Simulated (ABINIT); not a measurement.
# Quasiparticle gap of SnSe2 (P-3m1) in ABINIT, part 3 of 3

Aim: the G0W0 gap of SnSe2 (P-3m1) on LDA, step by step.

ABINIT 10.8.3; LDA and many-body steps on it, plane waves. Known limits of the many-body steps: not at the basis limit; mesh may overstate the screening; no spin-orbit coupling; coarse k mesh.

So far. Step 4 (Empty states on the mesh, 3×3×2 mesh, 154 bands): On this mesh the gap is 0.876 eV. The earlier step found 0.685 eV, so this mesh misses an edge. Step 5 (Screening, 3×3×2 mesh, 140 bands, screening to 106.1 eV): Local fields lower ε∞ by 12 %. On a Γ-centred mesh this coarse the value itself is usually too large, while a short band sum pulls it down.

## (6) Self-energy, 3×3×2 mesh, 140 bands, screening to 106.1 eV

The self-energy is evaluated for the states that the input lists, and the levels follow from it, in one-shot runs by the linearised quasiparticle equation.

This step: G0W0 on LDA, plane waves, norm-conserving pseudopotentials.

run.abi

```
acell 3*1.0 Angstrom
rprim 
  3.810999999987 0.000000000003 0.000000000000
  -1.905499999996 3.300422813810 0.000000000000
  0.000000000000 0.000000000000 6.136000000000
ntypat 2
znucl 50 34
natom 3
typat 1 2 2
xred 
  0.000000000000 0.000000000000 0.000000000000
  0.333333333333 0.666666666667 0.249000000000
  0.666666666667 0.333333333333 0.751000000000
pp_dirpath "pseudos"
pseudos "Sn.upf, Se.upf"
ecut 48
ngkpt 3 3 2
nshiftk 1
shiftk 0 0 0
kptopt 1
chksymbreak 0
istwfk *1
occopt 1
irdwfk 1
optdriver 4
nband 140
gwcalctyp 0
ecutsigx 48
symsigma 1
nkptgw 2
kptgw 
  0.0000000000 0.0000000000 0.0000000000
  0.0000000000 0.0000000000 0.5000000000
bdgw 
  33 37
  34 37
ecuteps 3.9
irdscr 1
ppmodel 1
indata_prefix "in"
outdata_prefix "out"
tmpdata_prefix "tmp"
```

On the command line:

```bash
$ OMP_NUM_THREADS=1 mpirun -n 4 abinit run.abi > log
```

Numbers of over 12 decimals in the logs are rounded to 6 here.

The program printed:

```text
.Version 10.8.3 of ABINIT. v10.8.2 released Aug 2026.

 Symmetries : space group P-3 m 1 (#164); Bravais hP (primitive hexag.)
[... echo of the input left out ...]
== DATASET  1 ==================================================================
-   mpi_nproc: 4, omp_nthreads: 1 (-1 if OMP is not activated)

--- !DatasetInfo
iteration_state: {dtset: 1, }
dimensions: {natom: 3, nkpt: 6, mband: 140, nsppol: 1, nspinor: 1, nspden: 1, mpw: 8305, }
cutoff_energies: {ecut:  48.0, pawecutdg:  -1.0, }
electrons: {nelect:   7.00000000E+01, charge:   0.00000000E+00, occopt:   1.00000000E+00, tsmear:   1.00000000E-02, }

 SIGMA: Calculation of the GW corrections

 Based on a program developped by R.W. Godby, V. Olevano, G. Onida, and L. Reining.
 Incorporated in ABINIT by V. Olevano, G.-M. Rignanese, and M. Torrent.
.Using double precision arithmetic ; gwpc =  8

[... cell and pseudopotentials left out ...]
--------------------------------------------------------------------------------

 ==== K-mesh for the wavefunctions ====
 Number of points in the irreducible wedge :     6
[... list of points left out ...]
 Together with 12 symmetry operations and time-reversal symmetry
 yields    18 points in the full Brillouin Zone.

 ==== Q-mesh for screening function ====
 Number of points in the irreducible wedge :     6
[... list of points left out ...]
 Together with 12 symmetry operations and time-reversal symmetry
 yields    18 points in the full Brillouin Zone.

 vcoul_init : cutoff-mode = AUXILIARY_FUNCTION
 q-points for optical limit:   1
     1)      0.000010    0.000020    0.000030
 setmesh: FFT mesh size selected  =    40x   40x   75
          total number of points  =       120000

 Number of electrons calculated from density =   70.0000; Expected =   70.0000
 average of density, n =  0.134403
 r_s =    1.2111
 omega_plasma =   35.3638 [eV]

 === KS Band Gaps ===
  >>>> For spin  1
   Minimum direct gap =   0.8757 [eV], located at k-point      :   0.0000  0.0000  0.0000
   Fundamental gap    =   0.8757 [eV], Top of valence bands at :   0.0000  0.0000  0.0000
                                       Bottom of conduction at :   0.0000  0.0000  0.0000
 SIGMA fundamental parameters:
 PLASMON POLE MODEL  1
 number of plane-waves for SigmaX                 8305
 number of plane-waves for SigmaC and W            197
 number of plane-waves for wavefunctions          8305
 number of bands                                   140
 number of independent spin polarizations            1
 number of spinorial components                      1
 number of k-points in IBZ                           6
 number of q-points in IBZ                           6
 number of symmetry operations                      12
 number of k-points in BZ                           18
 number of q-points in BZ                           18
 number of frequencies for dSigma/dE                 9
 frequency step for dSigma/dE [eV]                0.25
 number of omega for Sigma on real axis              0
 max omega for Sigma on real axis  [eV]           0.00
 zcut for avoiding poles [eV]                     0.10

 EPSILON^-1 parameters (SCR file):
 dimension of the eps^-1 matrix on file            197
 dimension of the eps^-1 matrix used               197
 number of plane-waves for wavefunctions          8305
 number of bands                                   140
 number of q-points in IBZ                           6
 number of frequencies                               2
 number of real frequencies                          1
 number of imag frequencies                          1

 matrix elements of self-energy operator (all in [eV])

 Perturbative Calculation

--- !SelfEnergy_ee
iteration_state: {dtset: 1, }
kpoint     : [   0.000,    0.000,    0.000, ]
spin       : 1
KS_gap     :    0.876
QP_gap     :    1.543
Delta_QP_KS:    0.667
data: !SigmaeeData |
     Band     E0 <VxcDFT>   SigX SigC(E0)      Z dSigC/dE  Sig(E)    E-E0       E
       33   4.911 -15.017 -16.824   2.035   0.787  -0.270 -14.838   0.179   5.090
       34   4.911 -15.017 -16.824   2.035   0.787  -0.270 -14.838   0.179   5.090
       35   5.285 -15.102 -16.723   1.887   0.789  -0.267 -14.892   0.210   5.495
       36   6.161 -14.414 -10.110  -3.216   0.807  -0.239 -13.536   0.877   7.038
       37   8.096 -12.037  -7.116  -4.105   0.812  -0.232 -11.374   0.663   8.759

--- !SelfEnergy_ee
iteration_state: {dtset: 1, }
kpoint     : [   0.000,    0.000,    0.500, ]
spin       : 1
KS_gap     :    2.538
QP_gap     :    3.311
Delta_QP_KS:    0.773
data: !SigmaeeData |
     Band     E0 <VxcDFT>   SigX SigC(E0)      Z dSigC/dE  Sig(E)    E-E0       E
       34   5.067 -15.174 -16.929   2.002   0.788  -0.269 -14.980   0.195   5.262
       35   5.067 -15.174 -16.929   2.002   0.788  -0.269 -14.980   0.195   5.262
       36   7.605 -15.178 -10.540  -3.427   0.799  -0.251 -14.210   0.968   8.573
       37   8.046 -12.336  -7.409  -4.087   0.812  -0.231 -11.653   0.682   8.729

== END DATASET(S) ==============================================================
================================================================================

 -outvars: echo values of variables after computation  --------
           etotal      0.0000000000E+00
            nband         140
             nkpt           6
          spgroup         164
 [... the other variables as echoed above ...]

 Calculation completed.
```

Run time: 6.9 s. Hardware: 4 MPI ranks of Arm Neoverse V2, shared host; peak memory 1.1 GiB.

This step gave:

```
G0W0 gap on the points computed              : 1.543 eV
starting gap on the mesh                     : 0.8757 eV
k of the valence top                         : 0, 0, 0
k of the conduction bottom                   : 0, 0, 0
Z at the valence top                         : 0.789
Z at the conduction bottom                   : 0.807
least direct G0W0 gap on the computed points : 1.543 eV
```

The gap on the mesh goes from 0.88 eV to 1.54 eV, a correction of +0.67 eV. The start differs from the 0.69 eV found before because the two sample other k points.

Limits: finite bands, cutoff and mesh; no spin-orbit coupling; coarse k mesh. v1 is the top filled band, c1 the lowest empty one. The levels before and after the correction (eV, zero at the valence-band top of each column):

```tsv
	conduction bottom	valence top
Kohn-Sham	0.88	0.00
G0W0	1.54	0.00
```

```tsv
	level	energy (eV)
Kohn-Sham	Γ v3-v2	-0.374
Kohn-Sham	Γ v1	0.000
Kohn-Sham	Γ c1	0.876
Kohn-Sham	Γ c2	2.811
G0W0	Γ v3-v2	-0.405
G0W0	Γ v1	0.000
G0W0	Γ c1	1.543
G0W0	Γ c2	3.264
```

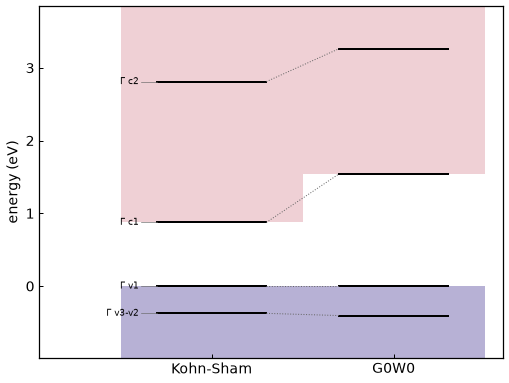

Levels before and after the correction. Shaded: valence and conduction bands.

## (7) Where the time went

Times are wall times on 4 MPI ranks of Arm Neoverse V2, shared host, good to a factor of about two.

```tsv
step	time	share	memory (GiB)
ground state	74 s	30 %	0.51
bands along the symmetry lines	53 s	22 %	0.53
empty states on the mesh	68 s	28 %	0.45
screening	45 s	18 %	1.3
self-energy	6.9 s	3 %	1.1
```

## (8) What came out

```yaml
lda_gap: 0.60 eV, indirect
g0w0_gap_on_the_mesh: 1.54 eV
g0w0_gap_over_the_zone_rigid_shift: 1.27 eV
gw_settings: 3×3×2 mesh, 140 bands, screening to 106.1 eV, Godby-Needs plasmon pole
known_limits: not at the basis limit; mesh may overstate the screening; no spin-orbit coupling; coarse k mesh
```

In words: G0W0 moves the gap on the mesh from 0.88 eV to 1.54 eV (+0.67 eV), with Z of 0.79 and 0.81 at the edges. The mesh misses the band edges by 0.27 eV in all; a rigid shift gives 1.27 eV for the zone. Local fields lower the RPA ε∞ on this mesh from 29.21 to 25.75; a Γ-centred mesh this coarse tends to raise both, most where the direct gap is narrow, while a short band sum lowers them. Only 2 of the mesh's irreducible points were corrected, so a valley elsewhere could overtake. Against experiment, by G0W0@LDA: the gap of 1.27 eV lies +0.06 eV from the measured 1.21 ± 0.04 eV (electronic, 77.6 K, 2018); the gap of 1.27 eV lies +0.27 eV from the measured 1 eV (indirect, quoted 2018); the gap of 1.27 eV lies +0.06 eV from the measured 1.207 eV (exciton, 300 K, 2021). An exciton line or allowed optical edge lies below the quasiparticle gap by the binding energy; a forbidden edge can push the onset above it. The calculation has static nuclei and no excitons; a measured gap holds zero-point and thermal motion, which mostly lowers it. Bands and cutoff are finite, so the gap is not at the basis limit. The miss can reach some tenths of an eV and take either sign; the mesh is an error of its own. In the G0W0 run levels were corrected at 2 k points alone, so a gap called «on the mesh» is the least over those, and an edge elsewhere would be missed. A denser mesh or path gives a starting gap of 0.60 eV: the GW mesh misses a band edge, so its gaps are not the fundamental one. The 3×3×2 mesh is coarse for this cell, which bears on the long-range parts of exchange and screening. The RPA ε∞ on this mesh reaches over 25; with a narrow direct gap a coarse mesh can overstate it, and the correction is then too small. The many-body steps are scalar-relativistic: spin-orbit coupling is not in them.

[Paths, hosts, dates, memory and timing lines, banners, echoed tables and standing remarks are left out of the program output.]

[Logs are printed without paths, hosts, clocks, repeated set-up lines and the standing remarks that a program may print on its own settings, such as how far it seeks lower states.]

[Runs of the session that timed out or met a known fault of the program may be left out.]

[Hosts, paths, dates, database ids (printed as entryN), source tags and the programs' standing remarks are cut or masked in the printed files.]

[G0W0 gaps are taken among the corrected bands and points alone; a level outside them can change the order at an edge.]

[Where Ansatz stands beside ABINIT at settings called matched, ABINIT's density can come from a denser mesh and the files from another edition; pairs whose starting gaps differed by over 0.03 eV were left out, so agreement reads better than it is.]
